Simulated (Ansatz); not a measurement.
Relaxed Si (diamond):

```yaml
crystal:
  lattice:
    - [0.00000, 2.71682, 2.71682]
    - [2.71682, 0.00000, 2.71682]
    - [2.71682, 2.71682, 0.00000]
  atoms:
    - { symbol: Si, position: [0.00000, 0.00000, 0.00000] }
    - { symbol: Si, position: [0.25000, 0.25000, 0.25000] }
```

In each cell atom 1 (Si, nearest neighbour Si at 2.353 Å; its periodic images, 3.8 Å or more away, move with it) moves by s·(0.577, 0.577, 0.577) (along Cartesian [111]), the rest being held.

Calculation: PBEsol (plane waves to 420 eV, PAW, scalar-relativistic; Ansatz, a quantum-chemistry and plane-wave program). k mesh 9×9×9 (Γ-centred), Fermi-Dirac smearing 0.05 eV. Energies are smeared free energies. Compression counts positive. As the smearing reaches across the gap at some points, energies and forces of such displacements shift with the k mesh and the smearing. Si was relaxed with its symmetry unable to fall. ΔE is measured from the undisplaced structure.

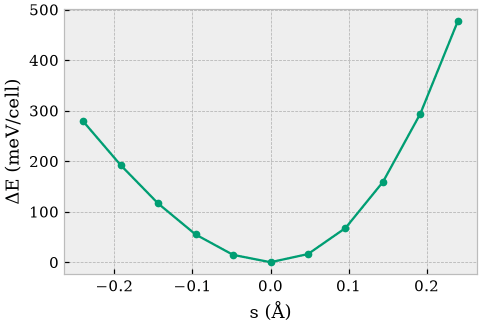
*ΔE (meV/cell) against s (Å); markers are the computed points, lines only join them.*

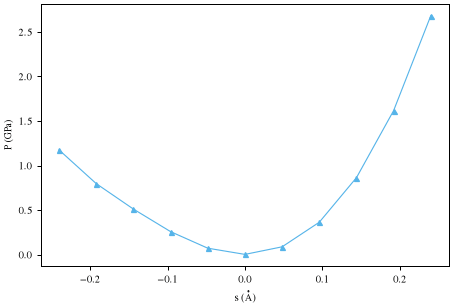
Figure: P (GPa) against s (Å); computed points joined by lines.

The force along the line at s = -0.240 Å is 1.91 eV/Å and the zone-centre optical wavenumber from k is 508 cm⁻¹. The energy at s = 0.240 Å is 477 meV/cell. Symmetry of the curve: not even: the positive side lies higher at ±0.240 Å. Harmonic estimate at the end of the scan: ½ks² = 384 meV/cell against the computed 477 meV/cell, so the well is stiffer than harmonic there.

Reduced mass μ = 14.04 u; ν̃ = 521.5·√(k/μ) with k = 13.33 eV/Å².

(A displaced cell: forces are minus the slopes of the energy, force constants its curvatures, and phonons follow from these.)
